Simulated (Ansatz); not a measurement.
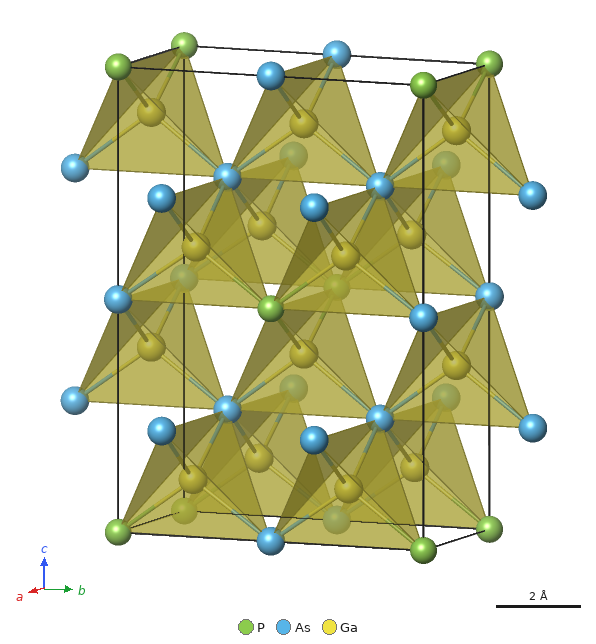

An orthographic polyhedral view of the structure, slightly off an axis. One conventional unit cell is outlined, and atoms on its boundary appear in each equivalent place. Some atoms of the next cells are drawn as well.

Ga$_{4}$As$_{3}$P, space group Amm2 (No. 38), a = 3.970 Å, b = 7.938 Å, c = 11.216 Å, α = 90.00°, β = 90.00°, γ = 90.00°. The structure comes from a structure type filled with these elements by a generator (whether the compound takes this form wasn't checked). Earlier steps of the study may have refined or changed the cell and positions. It was the input of a calculation with Ansatz.

This one geometry was computed with Ansatz (DFT, plane waves, PAW) at five levels of theory: HSE06, PBE0, PBE with spin-orbit coupling, PBE and r2SCAN. It was relaxed beforehand with r2SCAN.

Which level gives the highest pressure at this volume, and what does that say about its equilibrium volume?

Answer. Highest: PBE with spin-orbit coupling (2.7 GPa) and PBE (2.7 GPa), which points to the largest equilibrium volume. Lowest, with the smallest volume: PBE0 (0.4 GPa) and r2SCAN (0.0 GPa). Levels within 0.5 GPa of each other can't be told apart.

How does the band gap change with the level of theory?

Answer. PBE with spin-orbit coupling: a gap of 0.65 eV, direct; PBE: a gap of 0.74 eV, direct; r2SCAN: a gap of 1.23 eV, direct; HSE06: a gap of 1.66 eV, direct; PBE0: a gap of 2.31 eV, direct.

Collect the results in a table.

Answer.
| level | cutoff (eV) | k-mesh of the run's cell | gap (eV) | pressure (GPa) |
| --- | --- | --- | --- | --- |
| HSE06 | 420 | 4×2×2 | 1.66 | 0.6 |
| PBE0 | 420 | 4×2×2 | 2.31 | 0.4 |
| PBE with spin-orbit coupling | 420 | 6×4×4 | 0.65 | 2.7 |
| PBE | 420 | 6×4×4 | 0.74 | 2.7 |
| r2SCAN | 500 | 6×4×4 | 1.23 | 0.0 |

Gaps are taken on the k-mesh or band path of each run.
